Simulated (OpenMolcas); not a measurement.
Yb³⁺ complex: multiconfigurational calculation

System: Yb³⁺ with 6 ligands (Br; octahedron, 2.773 Å), embedded in Cs2NaYBr6 by model potentials and point charges, whose field is part of the energies.
Method: state-averaged CASSCF, active space 13 electrons in the shell 4f, basis ANO-RCC-VDZP on the metal and ANO-RCC-VDZP on the ligands, DKH2 scalar Hamiltonian, spin-orbit coupling by RASSI with atomic mean-field integrals (OpenMolcas).

Summary:

- outcome: converged
- energy of the lowest spin-free term: −29673.62698 hartree
- energy of the lowest spin-orbit level: −29673.64737 hartree
- largest spread among components of a term: 0.0 cm⁻¹
- hardware: 1 thread of Arm Neoverse V1, 24 GiB of memory available, shared host
- wall time: 88 s
- peak memory: 0.6 GiB

Notes:

Without dynamic correlation the splittings between terms come out too large, often by 20 to 50 %. To bear in mind: covalent bonds, ligand orbitals missing from the active space; the geometry is set by hand, with no relaxation.

The input:
```
&GATEWAY
Basis set
Yb.ANO-RCC-VDZP.
Yb1 0.0 0.0 0.0 Angstrom
End of basis
Basis set
Br.ANO-RCC-VDZP.
L1 2.773000 0.000000 0.000000 Angstrom
L2 0.000000 2.773000 0.000000 Angstrom
L3 0.000000 0.000000 2.773000 Angstrom
End of basis
Basis set
Na.EMB-AIMP.Al-Abdalla.7s4p.1s1p.ECP.Cs2NaYBr6.
PseudoCharge
* 3 symmetry-unique lattice sites within 7.6 angstrom
End of basis
Basis set
Cs.EMB-AIMP.Al-Abdalla.0s.0s.ECP.Cs2NaYBr6.
PseudoCharge
* 4 symmetry-unique lattice sites within 7.6 angstrom
End of basis
Basis set
Br.EMB-AIMP.Al-Abdalla.0s.0s.ECP.Cs2NaYBr6.
PseudoCharge
* 12 symmetry-unique lattice sites within 7.6 angstrom
End of basis
Symmetry
XYZ
AngMom=0.0 0.0 0.0
AMFI
RICD
XField
1570 Angstrom 0
* Evjen-weighted lattice charges
&SEWARD
&RASSCF
FileOrb=start.orb
Symmetry=2
Spin=2
nActEl=13 0 0
Inactive=69 66
Ras2=0 7
CIRoot=7 7 1
SDav=7
CIMx=300
Iter=150 100
PrWF=0.3
OrbListing=Nothing
MaxOrb=0
LevShft=1.0
>>> COPY $Project.JobIph JOB001
&RASSI
NrOfJobIphs=1 7
1 2 3 4 5 6 7
IphNames
JOB001
EJob
SpinOrbit
DIPRint=1.0
SOCoupling=1000.0
Subsets=2
Property=9
'ANGMOM' 1 'ANGMOM' 2 'ANGMOM' 3 'MLTPL  1' 1 'MLTPL  1' 2 'MLTPL  1' 3
'AMFI' 1 'AMFI' 2 'AMFI' 3
SOProperty=3
'ANGMOM' 1 'ANGMOM' 2 'ANGMOM' 3
```

The file start.orb holds starting orbitals from an earlier step. A driver script formed the levels outside the program, from RASSI's spin-orbit matrix and the active-space energies, averaged over the components of each term or state.

Launched with:
```bash
OMP_NUM_THREADS=1 MOLCAS_MEM=2457 MOLCAS_PROJECT=a pymolcas a.inp > a.log  # once for each step of the input, in one work folder
```

Log (extracts):
```
--- SEWARD ---
Basis set label: YB.ANO-RCC...7S6P4D2F1G.

      Electronic valence basis set:
      ------------------
      Associated Effective Charge  70.000000 au
      Associated Actual Charge     70.000000 au
      Nuclear Model: Point charge

      Shell  nPrim  nBasis  Cartesian Spherical Contaminant
         s      25       7        X
         p      22       6        X
         d      15       4                 X
         f      11       2                 X
         g       4       1                 X
                  Relativistic Douglas-Kroll-Hess integrals:
                    - DKH order of Hamiltonian: 2
                    - DKH order of Properties : 0
                  Atomic mean-field integrals
--- RASSCF ---
Wave function specifications:
      -----------------------------

      Number of closed shell electrons         270
      Number of electrons in active shells      13
      Max number of holes in RAS1 space          0
      Max nr of electrons in RAS3 space          0
      Number of inactive orbitals              135
      Number of active orbitals                  7
      Number of secondary orbitals             112
      Spin quantum number                      0.5
      State symmetry                             2
Orbital specifications:
      -----------------------

      Symmetry species                           1   2
                                                ag  au
      Frozen orbitals                            0   0
      Inactive orbitals                         69  66
      Active orbitals                            0   7
      RAS1 orbitals                              0   0
      RAS2 orbitals                              0   7
      RAS3 orbitals                              0   0
      Secondary orbitals                        60  52
      Deleted orbitals                           0   0
      Number of basis functions                129 125
      Number of CSFs                             7
      Number of root(s) required                 7
      Iter CI   SX   CI       RASSCF       Energy    max ROT     max BLB   max BLB  Level Ln srch  Step   QN
          iter iter root      energy       change     param      element    value   shift minimum  type update
 Nr of preliminary CI iterations:   1
      Total energies have been shifted. Add               -29000.00 au
        1   1   15    0  -672.96624333    0.00E+00  -4.90E-02   70  77 2  5.94E-01*  2.13   0.00    SX    NO
        2   1   15    0  -673.38091497   -4.15E-01* -3.36E-02   70  77 2 -2.08E-01*  1.54   0.00    SX    NO
        3   1   15    0  -673.52780429   -1.47E-01*  2.57E-02   64  72 1  1.17E-01*  1.66   0.00    SX    NO
        4   1   14    0  -673.58074987   -5.29E-02* -1.93E-02   64  72 1  8.23E-02*  1.48   0.00    SX    NO
        5   1   14    0  -673.60476249   -2.40E-02* -3.01E-02   64  72 1  6.24E-02*  1.52   1.53    QN   YES
        6   1   13    0  -673.62234352   -1.76E-02* -1.37E-02   64  72 1  2.18E-02*  1.46   1.36    QN   YES
        7   1   13    0  -673.62541658   -3.07E-03* -4.90E-03   58 110 2 -6.74E-03*  1.43   1.34    QN   YES
        8   1   12    0  -673.62627707   -8.60E-04*  2.55E-03   19  84 2  4.37E-03*  1.43   1.53    LS   YES
        9   1   11    0  -673.62639440   -1.17E-04*  1.16E-03   12  72 1 -4.24E-03*  1.42   1.02    QN   YES
       10   1   11    0  -673.62652951   -1.35E-04*  6.81E-04   22  90 1  1.61E-03*  1.43   1.59    LS   YES
       11   1   11    0  -673.62655125   -2.17E-05*  3.84E-04   12  86 2 -1.22E-03*  1.43   1.01    QN   YES
       12   1   10    0  -673.62656662   -1.54E-05* -4.45E-04   10  84 2 -6.43E-04*  1.43   2.16    LS   YES
       13   1    9    0  -673.62657279   -6.17E-06* -9.33E-05   14  74 1  4.11E-04*  1.43   1.00    QN   YES
       14   1    9    0  -673.62657411   -1.33E-06*  1.08E-04   22  84 1 -2.48E-04*  1.43   2.16    LS   YES
       15   1    8    0  -673.62657466   -5.42E-07*  4.48E-05   14  74 1 -2.43E-04*  1.43   1.01    QN   YES
       16   1    7    0  -673.62657481   -1.57E-07* -4.15E-05   14  74 1 -7.80E-05   1.43   1.93    LS   YES
       17   1    7    0  -673.62657486   -4.53E-08*  2.19E-05   14  74 1  7.49E-05   1.43   1.00    QN   YES
       18   1    6    0  -673.62657488   -2.37E-08* -1.46E-05   14  74 1  3.13E-05   1.43   1.66    QN   YES
       19   1    6    0  -673.62657489   -9.83E-09  -5.25E-06   46  71 1  1.05E-05   1.43   1.09    QN   YES
      Convergence after 19 iterations
       20   1    6    0  -673.62657489   -1.08E-09  -5.25E-06   46  71 1  7.04E-06   1.43   1.09    QN   YES
      Natural orbitals and occupation numbers for root  1
      sym 2:   2.000000   2.000000   2.000000   2.000000   1.000000   2.000000   2.000000
      Natural orbitals and occupation numbers for root  2
      sym 2:   1.000000   2.000000   2.000000   2.000000   2.000000   2.000000   2.000000
      Natural orbitals and occupation numbers for root  3
      sym 2:   2.000000   2.000000   1.000000   2.000000   2.000000   2.000000   2.000000
::    RASSCF root number  1 Total energy: -29673.62698364
::    RASSCF root number  2 Total energy: -29673.62698364
::    RASSCF root number  3 Total energy: -29673.62698364
::    RASSCF root number  4 Total energy: -29673.62632810
::    RASSCF root number  5 Total energy: -29673.62632810
::    RASSCF root number  6 Total energy: -29673.62632810
::    RASSCF root number  7 Total energy: -29673.62608903
--- RASSI ---
SPIN-FREE ENERGIES:
  (Shifted by EMIN (a.u.) =     -29673.6269836355)

 SF State       Relative EMIN(au)   Rel lowest level(eV)    D:o, cm**(-1)

     1             0.0000000000        0.0000000000              0.0000
     2             0.0000000000        0.0000000000              0.0000
     3             0.0000000000        0.0000000000              0.0000
     4             0.0006555326        0.0178379515            143.8728
     5             0.0006555326        0.0178379515            143.8728
     6             0.0006555326        0.0178379515            143.8728
     7             0.0008946023        0.0243433692            196.3425
     Dipole printing threshold changed to   1.00000000E+00
Eigenvalues of complex Hamiltonian:
   -----------------------------------
  (Shifted by EMIN (a.u.) =     -29673.6269836355)

 SO State       Relative EMIN(au)   Rel lowest level(eV)    D:o, cm**(-1)

     1            -0.0203859142        0.0000000000              0.0000
     2            -0.0203859142        0.0000000000              0.0000
     3            -0.0199913109        0.0107377032             86.6054
     4            -0.0199913109        0.0107377032             86.6054
     5            -0.0199913110        0.0107377010             86.6054
     6            -0.0199913110        0.0107377010             86.6054
     7            -0.0196261160        0.0206751622            166.7564
     8            -0.0196261160        0.0206751622            166.7564
     9             0.0274396354        1.3013995041          10496.4949
    10             0.0274396354        1.3013995041          10496.4949
    11             0.0274396354        1.3013995021          10496.4949
    12             0.0274396354        1.3013995021          10496.4949
    13             0.0279765816        1.3160105528          10614.3409
    14             0.0279765816        1.3160105528          10614.3409
Weights of the five most important spin-orbit-free states for each spin-orbit state.

 SO State  Total energy (au)           Spin-free states, spin, and weights
 -------------------------------------------------------------------------------------------------------
    1        -0.020386       1 0.5  0.3333    2 0.5  0.3333    3 0.5  0.3333    6 0.5  0.0000    4 0.5  0.0000
    2        -0.020386       1 0.5  0.3333    2 0.5  0.3333    3 0.5  0.3333    6 0.5  0.0000    4 0.5  0.0000
    3        -0.019991       5 0.5  0.2425    4 0.5  0.2253    1 0.5  0.1868    2 0.5  0.1727    6 0.5  0.1685
    4        -0.019991       5 0.5  0.2439    4 0.5  0.2243    1 0.5  0.1867    2 0.5  0.1726    6 0.5  0.1682
    5        -0.019991       6 0.5  0.2557    3 0.5  0.2383    4 0.5  0.1990    5 0.5  0.1817    2 0.5  0.0697
    6        -0.019991       6 0.5  0.2561    3 0.5  0.2381    4 0.5  0.1999    5 0.5  0.1804    2 0.5  0.0698
    7        -0.019626       7 0.5  0.5689    6 0.5  0.1437    5 0.5  0.1437    4 0.5  0.1437    2 0.5  0.0000
    8        -0.019626       7 0.5  0.5689    6 0.5  0.1437    5 0.5  0.1437    4 0.5  0.1437    2 0.5  0.0000
    9         0.027440       3 0.5  0.4161    6 0.5  0.1446    2 0.5  0.1246    4 0.5  0.1148    5 0.5  0.1042
   10         0.027440       3 0.5  0.4160    6 0.5  0.1449    2 0.5  0.1250    4 0.5  0.1137    5 0.5  0.1050
   11         0.027440       1 0.5  0.3289    2 0.5  0.2993    5 0.5  0.1374    4 0.5  0.1287    6 0.5  0.0975
   12         0.027440       1 0.5  0.3286    2 0.5  0.2996    5 0.5  0.1382    4 0.5  0.1276    6 0.5  0.0978
```

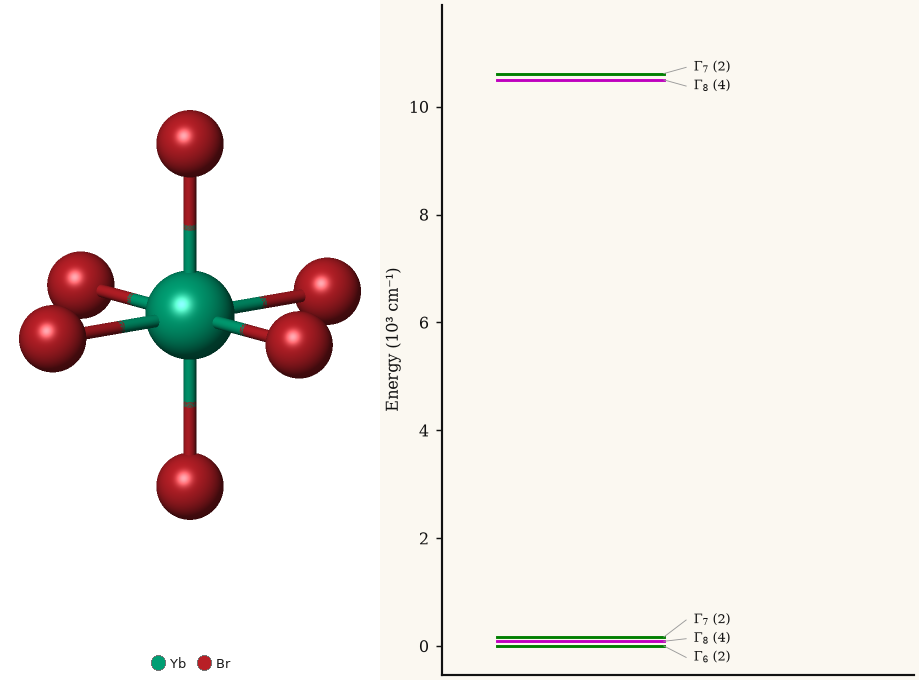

Yb³⁺ (4f¹³) as a dopant in Cs₂NaYBr₆, a cluster with its 6 nearest Br⁻ at 2.773 Å (octahedron) embedded in model potentials and point charges; the geometry was set, not optimised, and its levels. Labels give the representation in O, Td, D4 or D3 as the site allows (double group for half-integer spin) where it could be assigned and, in brackets, the degeneracy; spin-free states, where drawn, share the zero of the spin-orbit levels. The ground level is Γ₆, a Kramers doublet, 100 % from states of spin multiplicity 2. Its principal g values are 2.66, 2.66 and 2.66, isotropic. The next level lies at 87 cm⁻¹ (Γ₈). The lowest J multiplet spreads over 167 cm⁻¹. The active orbitals hold 100 % metal character (Löwdin), and the Mulliken charge of the metal is +1.36.
